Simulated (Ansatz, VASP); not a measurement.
## Cross-check of MgO (Periclase) between VASP and Ansatz

Wanted: the spread between two codes on one cell, functional and k mesh.

Main program and level: Ansatz 0.2.0; plane waves, with VASP 6.6.1 beside it; single point at PBE, dielectric response at PBE and single point at r2SCAN.

The database entry behind the starting cell differs from later determinations by our own check (about 0.1 % long), so it need not match the best structure at ambient conditions.

## (1) Starting point

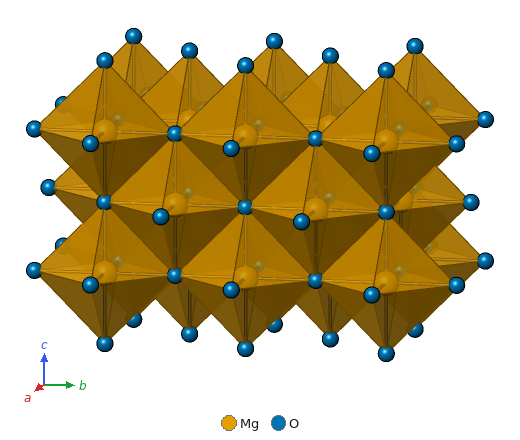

The cell as given, slightly off an axis (magnesium orange, oxygen blue). 1×2×1 cells are drawn. This picture shows the conventional cell, with its axes. Some periodic images of atoms are drawn too.

As a file:

```cif
data_structure
_symmetry_space_group_name_H-M 'P 1'
_symmetry_Int_Tables_number 1
_cell_length_a 2.9819
_cell_length_b 2.9819
_cell_length_c 2.9819
_cell_angle_alpha 60.000
_cell_angle_beta 60.000
_cell_angle_gamma 60.000
_cell_volume 18.75
loop_
_atom_site_label
_atom_site_type_symbol
_atom_site_fract_x
_atom_site_fract_y
_atom_site_fract_z
_atom_site_occupancy
Mg1 Mg 0.00000 0.00000 0.00000 1
O2 O 0.50000 0.50000 0.50000 1
```

## (2) VASP: single point, PBE

With cell and atoms fixed, the geometry can't cause a difference; cores, projectors, grids and the points listed under the comparison can.

Lines of VASP's logs that name or quote its potential files are left out, and so is its time.

INCAR reads:

```
SYSTEM = MgO
PREC = Accurate
ENCUT = 520
EDIFF = 1E-07
NELM = 100
ISMEAR = 0
SIGMA = 0.05
LREAL = .FALSE.
ALGO = Normal
GGA = PE
NBANDS = 10
LORBIT = 11
LWAVE = .FALSE.
LCHARG = .FALSE.
KPAR = 4
```

POSCAR reads:

```
MgO
1.0
    0.0000000000      2.1085000000      2.1085000000
    2.1085000000      0.0000000000      2.1085000000
    2.1085000000      2.1085000000      0.0000000000
Mg O
1 1
Direct
    0.0000000000      0.0000000000      0.0000000000
    0.5000000000      0.5000000000      0.5000000000
```

KPOINTS reads:

```
Automatic mesh
0
Gamma
9 9 9
0 0 0
```

The projector-augmented-wave data sets are Mg and O (PBE family, release 64).

Launch:

```bash
> mpirun -np 4 vasp_std
```

Numbers of over 12 decimals in the logs are rounded to 6 here.

Output:

```text
[banner, memory and clock lines left out]
running    4 mpi-ranks, on    1 nodes
 distrk:  each k-point on    1 cores,    4 groups
 distr:  one band on    1 cores,    1 groups

 POSCAR found type information on POSCAR MgO
 POSCAR found :  2 types and       2 ions
 LDA part: xc-table for (Slater+PW92), standard interpolation
 POSCAR, INCAR and KPOINTS ok, starting setup
 FFT: planning ... GRIDC
 FFT: planning ... GRID_SOFT
 FFT: planning ... GRID
 WAVECAR not read
 entering main loop
       N       E                     dE             d eps       ncg     rms          rms(c)
DAV:   1     0.166234358136E+02    0.16623E+02   -0.46996E+03   788   0.713E+02
DAV:   2    -0.127920230463E+02   -0.29415E+02   -0.28641E+02   756   0.142E+02
DAV:   3    -0.134654926570E+02   -0.67347E+00   -0.67309E+00   842   0.202E+01
DAV:   4    -0.134669060948E+02   -0.14134E-02   -0.14134E-02   760   0.106E+00
DAV:   5    -0.134669105030E+02   -0.44082E-05   -0.44082E-05   804   0.594E-02    0.722E+00
DAV:   6    -0.119255319200E+02    0.15414E+01   -0.90943E+00   708   0.179E+01    0.224E+00
DAV:   7    -0.119126936037E+02    0.12838E-01   -0.49424E-02   744   0.218E+00    0.133E+00
DAV:   8    -0.119073622234E+02    0.53314E-02   -0.26441E-02   712   0.200E+00    0.205E-01
DAV:   9    -0.119071293441E+02    0.23288E-03   -0.34056E-04   792   0.142E-01    0.124E-01
DAV:  10    -0.119071555562E+02   -0.26212E-04   -0.39241E-04   748   0.161E-01    0.736E-03
DAV:  11    -0.119071569900E+02   -0.14338E-05   -0.16790E-06   778   0.117E-02    0.521E-03
DAV:  12    -0.119071569141E+02    0.75884E-07   -0.64613E-07   774   0.688E-03
   1 F= -.11907157E+02 E0= -.11907157E+02  d E =-.154038E-21
```

From OUTCAR (step 2):

```text
ion  position               nearest neighbor table
   1  0.000  0.000  0.000-   2 2.11   2 2.11   2 2.11   2 2.11   2 2.11   2 2.11
   2  0.500  0.500  0.500-   1 2.11   1 2.11   1 2.11   1 2.11   1 2.11   1 2.11

  LATTYP: Found a face centered cubic cell.
 ALAT       =     4.2170000000

 Subroutine GETGRP returns: Found 48 space group operations
 (whereof 48 operations were pure point group operations)

The static configuration has the point symmetry O_h .

 Found     35 irreducible k-points:

   k-points           NKPTS =     35   k-points in BZ     NKDIM =     35   number of bands    NBANDS=     10

   dimension x,y,z NGX =    24 NGY =   24 NGZ =   24
   dimension x,y,z NGXF=    48 NGYF=   48 NGZF=   48

   ENCUT  =  520.0 eV  38.22 Ry    6.18 a.u.   5.54  5.54  5.54*2*pi/ulx,y,z

   NELECT =       8.0000    total number of electrons

 k-points in reciprocal lattice and weights: Automatic mesh
   0.00000000  0.00000000  0.00000000       0.001
   0.11111111  0.00000000  0.00000000       0.011
   0.22222222  0.00000000  0.00000000       0.011
   0.33333333  0.00000000  0.00000000       0.011
   0.44444444  0.00000000  0.00000000       0.011
   0.11111111  0.11111111  0.00000000       0.008
   0.22222222  0.11111111  0.00000000       0.033
   0.33333333  0.11111111  0.00000000       0.033
   0.44444444  0.11111111  0.00000000       0.033
[...]
-0.33333333  0.44444444  0.11111111       0.033
  -0.33333333  0.44444444  0.22222222       0.033

 average (electrostatic) potential at core
       1 -35.0569       2 -69.5882

 E-fermi :   3.4814

 k-point     1 :       0.0000    0.0000    0.0000
  band No.  band energies     occupation
      1     -14.0848      2.00000
      2       3.1606      2.00000
      3       3.1606      2.00000
      4       3.1606      2.00000
      5       7.8529      0.00000
      6      18.9406      0.00000
      7      18.9406      0.00000
      8      18.9406      0.00000
      9      22.8479      0.00000
    ...

 k-point     2 :       0.1111    0.0000    0.0000
  band No.  band energies     occupation
      1     -13.9556      2.00000
      2       2.3793      2.00000
      3       3.0786      2.00000
      4       3.0786      2.00000
      5       8.6060      0.00000
      6      17.4992      0.00000
      7      19.2300      0.00000
      8      19.2300      0.00000
      9      23.7751      0.00000
    ...

 k-point     3 :       0.2222    0.0000    0.0000
  band No.  band energies     occupation
      1     -13.6089      2.00000
      2       0.8848      2.00000
      3       2.8787      2.00000
      4       2.8787      2.00000
      5       9.9311      0.00000
      6      15.9434      0.00000
      7      19.7324      0.00000
      8      19.7324      0.00000
      9      23.1785      0.00000
    ...

  Total        0.3937889      0.3937889      0.3937889      0.0000000     -0.0000000      0.0000000
  in kB       33.6529581     33.6529581     33.6529581      0.0000000     -0.0000000      0.0000000
  external PRESSURE =      33.6529581 kB  Pullay stress =       0.0000000 kB

  energy-cutoff  :      520.00
  volume of cell :       18.75
      direct lattice vectors                 reciprocal lattice vectors
     0.000000000  2.108500000  2.108500000    -0.237135404  0.237135404  0.237135404
     2.108500000  0.000000000  2.108500000     0.237135404 -0.237135404  0.237135404
     2.108500000  2.108500000  0.000000000     0.237135404  0.237135404 -0.237135404

 POSITION                                       TOTAL-FORCE (eV/Angst)
 -----------------------------------------------------------------------------------
      0.00000      0.00000      0.00000         0.000000      0.000000     -0.000000
      2.10850      2.10850      2.10850        -0.000000     -0.000000      0.000000
 -----------------------------------------------------------------------------------
    total drift:                               -0.000000     -0.000000      0.000000

  FREE ENERGIE OF THE ION-ELECTRON SYSTEM (eV)
  ---------------------------------------------------
  free  energy   TOTEN  =       -11.9071569141 eV

  energy  without entropy=      -11.9071569141  energy(sigma->0) =      -11.90715691

 total charge
# of ion       s       p       d       tot
------------------------------------------
    1        0.148   0.178   0.079   0.405
    2        1.542   3.559   0.000   5.101
--------------------------------------------------
tot          1.690   3.737   0.079   5.505

[... 3 further parts left out ...]
```

The run ends at a pressure of 3.37 GPa.

## (3) Ansatz: single point, PBE

Ansatz runs on its default PAW (the set named soft_2) files.

The same cell, functional, mesh and smearing now go to Ansatz, which takes its cutoff from its data sets.

input.yaml reads:

```yaml
crystal:
  lattice:
    - [0.0, 2.1085, 2.1085]
    - [2.1085, 0.0, 2.1085]
    - [2.1085, 2.1085, 0.0]
  atoms:
    - { symbol: Mg, position: [0.0, 0.0, 0.0] }
    - { symbol: O, position: [0.5, 0.5, 0.5] }
hamiltonian:
  xc: pbe
  pseudopotentials: { kind: paw }
kpoints:
  mp_grid: { grid: [9, 9, 9] }
scf:
  occupations: { method: gaussian, width: 0.05 }
  n_extra_bands: 4
output:
  forces: true
  stress: true
  eigenvalues: true
```

Launch:

```bash
> ansatz run input.yaml --threads 2 --pin off --max-ram 4608MiB --backend cpu --events-out ev --progress --plain --runs-dir out
```

Output:

```text
scf.n_extra_bands = 4 over 8 filled bands (N_el = 16.0): the run solves 12 bands
Engine: ansatz 0.2.0, aarch64-unknown-linux-gnu
Pseudopotentials: kind: paw
Pseudopotential: Mg, paw, valence charge 10, recommended cutoff 420 eV (normal), Mg.paw.azcp
Pseudopotential: O, paw, valence charge 6, recommended cutoff 420 eV (normal), O.paw.azcp
Functional definition: PBE
  parameter kappa = 0.804
  parameter beta = 0.066725
  exchange = pbe_x(kappa = kappa, mu = beta*pi^2/3)
  correlation = pbe_c(beta = beta)
Crystal: 2 atoms, lattice volume = 18.748 Å³
Basis set: ecut = 420 eV, 339 PW (Γ), exchange–correlation on 40×40×40 points (8 copies of the dense FFT grid, shifted against one another)
Bands: 12, of which v1, the nominal top of the filled ones, is band 8 counted from 1 (7 counted from 0)
Symmetry: 48 space group operations
Space group: Fm-3m (ITA 225), of the structure as read, at distance tolerance 2.7e-5 Å
k-points: 35 of 729
Non-local potential: Mg, projectors of the file, l = 0: 3, l = 1: 2, l = 2: 1
Non-local potential: O, projectors of the file, l = 0: 2, l = 1: 2, l = 2: 1
PAW form: soft (Blöchl's): semilocal exchange-correlation on the pseudo side does not see the compensation charge
PAW one-centre angular grid: Mg, 110 points (default); XC on 64 Gauss nodes
PAW one-centre angular grid: O, 110 points (default); XC on 64 Gauss nodes
Initial density: superposition of atomic densities (neutral atoms: chi_scale 0, normalization atom), corrected by the library's trained network
Initial wavefunctions: pseudopotential atomic-orbital guess
Functional: x = pbe(κ = 0.804, μ = 0.219515), c = pbe(β = 0.066725)
SCF iter   1: F=—  HF=-2494.132442 eV  |F-HF|=—  |Δ(HF+E_count)|=         —  Δρ=5.70e-4  dr2=7.44e-6  ethr=1.77e-3  ⟨swp⟩=5.6  Hψ=2402  notcnv=0
preconditioner: auto → none  [insulator: Δε(μ)=4.708 eV  Ē_g=18.502 eV  σ=0.050 eV  W_gap=1.00  n_scr=8 (ndim 8)  ℏωp=24.3 eV  f_vac=0.000  D(μ)=0.00/eV (n_scr^D=0)  ε∞_Penn≈2.7]
SCF iter   2: F=—  HF=-2494.132763 eV  |F-HF|=—  |Δ(HF+E_count)|=   3.21e-4  Δρ=3.72e-4  dr2=9.48e-6  ethr=4.65e-8  ⟨swp⟩=3.5  Hψ=1227  notcnv=0
SCF iter   3: F=—  HF=-2494.132783 eV  |F-HF|=—  |Δ(HF+E_count)|=   1.97e-5  Δρ=2.16e-4  dr2=2.65e-6  ethr=4.65e-8  ⟨swp⟩=2.0  Hψ=676  notcnv=0
SCF iter   4: F=—  HF=-2494.132800 eV  |F-HF|=—  |Δ(HF+E_count)|=   1.76e-5  Δρ=3.64e-5  dr2=1.05e-7  ethr=1.65e-8  ⟨swp⟩=2.0  Hψ=665  notcnv=0
iter 5 did not close the SCF: its close was put off for the readings that it lacked (scf_convergence_deferred on its scf_iter line)
SCF iter   5: F=-2494.132800 eV  HF=-2494.132800 eV  |F-HF|=1.27e-8  |Δ(HF+E_count)|=   4.19e-8  Δρ=1.03e-5  dr2=8.91e-9  ethr=6.57e-10  ⟨swp⟩=2.2  Hψ=700  notcnv=0
SCF iter   6: F=-2494.132800 eV  HF=-2494.132800 eV  |F-HF|=1.72e-9  |Δ(HF+E_count)|=   6.00e-9  Δρ=3.76e-6  dr2=1.30e-9  ethr=5.57e-11  ⟨swp⟩=1.9  Hψ=1301  notcnv=0
SCF 1 converged in 6 iterations: F = -2494.132800 eV  dr2 = 1.30e-9
  greatest PAW one-centre occupation: 1.000 electrons in one spin orbital (limit 2), on the Mg atom at site 0 (counted from 0), in its partial waves of l = 0
SCF converged after 6 iterations
Free energy (F): -2494.132800 eV
Harris-Foulkes:  -2494.132800 eV  (|F-HF|=1.72e-9)
Internal energy: -2494.132800 eV  (E = F + TS)
E sigma→0 (E₀):  -2494.132800 eV
Fermi energy:    10.446219 eV
--- Per-component energies (eV) ---
  E_band       = -293.271811
  E_kinetic    = 255.747947
  E_local      = -1604.633775  (includes V_loc(G=0)·N_el)
  E_nonlocal   = 142.808100
  E_hartree    = 555.153367
  E_xc         = -105.259698
  E_vxc        = -134.890008  (∫ρ·V_xc dr)
  E_paw        = -450.094386  (= ΣΔE_a)
  E_vpaw       = -62.612126  (= ΣTr[D̂ρ^β])
  E_aug_tail   = 0.002520  (compensation charges beyond the density's cutoff)
  E_ewald      = -1287.856876
  E_smearing   = -0.000000  (= −TS)
  E_closure    = -0.000000  (closes the sum)
  Σ components = -2494.132800   (vs F -2494.132800, Δ=0.00e0)
--- Forces (eV/Å), atoms counted from 1 ---
  atom   1  Mg    -0.00000000     0.00000000     0.00000000
  atom   2  O      0.00000000    -0.00000000    -0.00000000
  max |Σ_I F_I| component: 2.26e-29 eV/Å
--- Stress (GPa, compression-positive) ---
        4.094872      -0.000000       0.000000
       -0.000000       4.094872      -0.000000
        0.000000       0.000000       4.094872
  P = ⅓ Tr σ = 4.0949 GPa (40.949 kbar)
--- Band table (eV; the first three rows and the last of 35) ---
  k-point 0: bands = [... 4 lower, -9.1430, 8.0914, 8.0914, 8.0914, 12.8004, 23.8927, 23.8927, 23.8927]
  k-point 1: bands = [... 4 lower, -9.0098, 7.3125, 8.0096, 8.0096, 13.5518, 22.4452, 24.1806, 24.1806]
  k-point 2: bands = [... 4 lower, -8.6527, 5.8217, 7.8107, 7.8107, 14.8770, 20.8872, 24.6845, 24.6845]
  k-point 34: bands = [... 4 lower, -7.5772, 4.8564, 5.4501, 6.4900, 19.4185, 19.6656, 20.3668, 23.9849]
```

Elapsed: 0.83 s, on 2 threads of Arm Neoverse N1, shared host; peak memory 0.23 GiB.

The run ends at a pressure of 4.09 GPa.

## (4) Side by side

Known differences besides the PAW data sets themselves: the data sets hold 16 valence electrons in Ansatz (default PAW (the set named soft_2) files) and 8 in VASP; the cutoff is 420 eV in Ansatz and 520 eV in VASP; VASP leaves aspherical gradient terms in its spheres out (LASPH is not set), Ansatz keeps them. Total energies have different zeros and are not compared.

The two programs side by side:

| quantity | Ansatz | VASP | difference |
| --- | --- | --- | --- |
| pressure (GPa) | 4.09 | 3.37 | +0.73 |
| gap on the k mesh (eV) | 4.709 | 4.692 | +0.017 |

Ansatz's pressure holds a Pulay correction of 0.60 GPa; VASP's holds none.

## (5) VASP: dielectric response, PBE

The response to a field tests empty states and converges slowly with the mesh.

INCAR reads:

```
SYSTEM = MgO
PREC = Accurate
ENCUT = 520
EDIFF = 1E-08
NELM = 100
ISMEAR = 0
SIGMA = 0.01
LREAL = .FALSE.
ALGO = Normal
GGA = PE
NBANDS = 10
LWAVE = .FALSE.
LCHARG = .FALSE.
KPAR = 4
LEPSILON = .TRUE.
```

POSCAR is that of step 2.

KPOINTS reads:

```
Automatic mesh
0
Gamma
14 14 14
0 0 0
```

Launch:

```bash
> mpirun -np 4 vasp_std
```

Output:

```text
[... set-up lines as in an earlier step ...]
 entering main loop
       N       E                     dE             d eps       ncg     rms          rms(c)
DAV:   1     0.137154224548E+02    0.13715E+02   -0.46612E+03  2384   0.707E+02
DAV:   2    -0.129245615065E+02   -0.26640E+02   -0.26011E+02  2342   0.138E+02
DAV:   3    -0.134656174048E+02   -0.54106E+00   -0.54058E+00  2460   0.181E+01
DAV:   4    -0.134668944607E+02   -0.12771E-02   -0.12770E-02  2320   0.991E-01
[...]
DAV:  13    -0.119071503259E+02   -0.12477E-07   -0.26508E-08  2068   0.956E-04    0.123E-04
DAV:  14    -0.119071502991E+02    0.26764E-07   -0.92053E-10  1138   0.237E-04    0.926E-06
DAV:  15    -0.119071503000E+02   -0.92905E-09   -0.30252E-11  1120   0.531E-05
   1 F= -.11907150E+02 E0= -.11907150E+02  d E =-.274521E-29
 Linear response reoptimize wavefunctions to high precision
DAV:   1    -0.119071503000E+02    0.88448E-10   -0.25120E-12  1196   0.145E-05
 Linear response G [H, r] |phi>, progress :
  Direction:   1
       N       E                     dE             d eps       ncg     rms
[...]
change of polarisation eV/A/(eV/A) component  2 :     0.032     0.221    -0.000
 dielectric tensor                  component  2 :     0.310     3.134    -0.002
 Linear response to external field, progress :
  Direction:   3
       N       E                     dE             d eps       ncg     rms          rms(c)
RMM:   1    -0.113529874838E+00   -0.11353E+00   -0.33858E-01 10707   0.163E+00
RMM:   2    -0.113918141884E+00   -0.38827E-03   -0.87224E-04  7637   0.201E-01    0.528E-01
RMM:   3    -0.113074217813E+00    0.84392E-03   -0.10360E-03  7599   0.268E-01    0.320E-01
RMM:   4    -0.120796725226E+00   -0.77225E-02   -0.19976E-03  7580   0.394E-01    0.323E-02
RMM:   5    -0.121629036741E+00   -0.83231E-03   -0.30074E-05  7947   0.505E-02    0.635E-03
RMM:   6    -0.121732978637E+00   -0.10394E-03   -0.40618E-07  8137   0.578E-03    0.259E-03
RMM:   7    -0.121776384577E+00   -0.43406E-04   -0.12975E-07  8115   0.316E-03    0.151E-04
RMM:   8    -0.121778012020E+00   -0.16274E-05   -0.12963E-09  7743   0.240E-04    0.694E-05
RMM:   9    -0.121778208549E+00   -0.19653E-06   -0.68686E-10  6941   0.128E-04    0.725E-06
 change of polarisation eV/A/(eV/A) component  3 :     0.005     0.025     0.221
 dielectric tensor                  component  3 :     0.050     0.238     3.134
 Born effective charges drift removed
```

From OUTCAR (step 5):

```text
  Total        0.3945109      0.3945109      0.3945109      0.0000000      0.0000000     -0.0000000
  in kB       33.7146620     33.7146620     33.7146620      0.0000000      0.0000000     -0.0000000
  external PRESSURE =      33.7146620 kB  Pullay stress =       0.0000000 kB

 POSITION                                       TOTAL-FORCE (eV/Angst)
 -----------------------------------------------------------------------------------
      0.00000      0.00000      0.00000        -0.000000     -0.000000      0.000000
      2.10850      2.10850      2.10850         0.000000      0.000000      0.000000
 -----------------------------------------------------------------------------------
    total drift:                               -0.000000     -0.000000      0.000000

 MACROSCOPIC STATIC DIELECTRIC TENSOR (including local field effects in DFT)
 ------------------------------------------------------
           3.133501    -0.000000     0.000000
          -0.000000     3.133501     0.000000
          -0.000000    -0.000000     3.133501
 ------------------------------------------------------

[... 1 part as in an earlier step ...]

[... 1 further part left out ...]
```

## (6) Ansatz: dielectric response, PBE

The same cell, functional and mesh now go to Ansatz, which takes its cutoff from its data sets.

input.yaml, the sections that differ from step 3:

```yaml
kpoints:
  mp_grid: { grid: [14, 14, 14] }
scf:
  occupations: { method: fixed }
dielectric:
  method: response
# crystal, hamiltonian: as in step 3
# output: removed
```

Launch:

```bash
> ansatz run input.yaml --threads 2 --pin off --max-ram 4608MiB --backend cpu --events-out ev --progress --plain --runs-dir out
```

Output:

```text
[...]
Crystal: 2 atoms, lattice volume = 18.748 Å³
Basis set: ecut = 420 eV, 339 PW (Γ), exchange–correlation on 40×40×40 points (8 copies of the dense FFT grid, shifted against one another)
Bands: 12, of which v1, the nominal top of the filled ones, is band 8 counted from 1 (7 counted from 0)
Symmetry: 48 space group operations
k-points: 244 of 2744 (irreducible under 8 space group operations, time reversal used)
[...]
Born effective charges Z* (e; rows j = field, columns β = displacement):
    site 0:
         1.98716    0.00000   -0.00000
         0.00000    1.98716    0.00000
         0.00000   -0.00000    1.98716
    site 1:
        -1.98716   -0.00000    0.00000
        -0.00000   -1.98716    0.00000
         0.00000    0.00000   -1.98716
  Z* charge neutrality: 2.373e-6 e pre-enforcement
  k-mesh period / interband length: 41.7 Å / 1.47 Å = 28.37 at k = (0.0000, 0.0000, 0.0000), direct gap 4.709 eV — 14 or more, which is no proof of convergence
[key lines of the parts left out:]
SCF converged after 7 iterations
Free energy (F): -2494.132766 eV
Fermi energy:    8.091447 eV
```

Run time: 14 s. Hardware: 2 threads; peak memory 0.36 GiB.

## (7) Side by side

What differs besides the data sets and the points named for the pairs above, as far as they apply: VASP's response is taken on the typed mesh, Ansatz refines its own for the field response alone. Total energies have different zeros and are not compared.

Compared:

| quantity | Ansatz | VASP | difference |
| --- | --- | --- | --- |
| ε∞ xx | 3.21 | 3.13 | +2.39 % |
| ε∞ yy | 3.21 | 3.13 | +2.39 % |
| ε∞ zz | 3.21 | 3.13 | +2.39 % |
| Born charge of Mg1 (mean of the diagonal) (e) | 1.99 | 1.97 | +0.02 |
| Born charge of O2 (mean of the diagonal) (e) | -1.99 | -1.97 | -0.02 |

[end of part 1 of 2]

[Lines on the potential files, build, host, timing and source positions are cut from VASP's logs without a mark.]

[Logs are printed without paths, hosts, clocks, repeated set-up lines and the standing remarks that a program may print on its own settings, such as how far it seeks lower states.]

[Hosts, paths, dates, database ids (printed as entryN), source tags and the programs' standing remarks are cut or masked in the printed files.]
